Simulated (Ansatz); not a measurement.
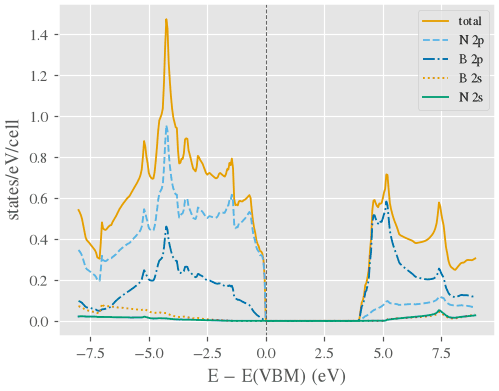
Figure. Total and projected density of states of BN in space group R3m (No. 160; B on 3a, N on 3a), plane-wave PAW LDA (Ansatz code)

Task: Which orbitals carry the states next to the gap?

Result: Top 1 eV of the valence band: N 2p 89 %, B 2p 11 %. Bottom 1 eV of the conduction band: B 2p 85 %, N 2p 11 %. Projections are on Löwdin-orthogonalised atomic valence shells; empty p or d shells of many metals are not among them.

Task: Where is the tallest occupied peak in this window, and what makes it?

Result: Near -4.2 eV, about 1.5 states/eV per cell; the largest projected share is N 2p.

The first step of the workflow began from a Materials Project structure, measured or hypothetical; the Crystallography Open Database copy checked does not list it. It is not the phase usual at ambient conditions (space group No. 186, 194, 216). The cell was relaxed with LDA under the symmetry of its start; whether a distortion lowers the energy is not shown. A crystal of weakly bound layers computed without a dispersion correction: the cell and the soft elastic constants depend strongly on that.

Potentials: the earlier of the program's two PAW sets. The files were generated under PBE; for other functionals the program regenerates the frozen cores, and for LDA and PBEsol the local potential too.
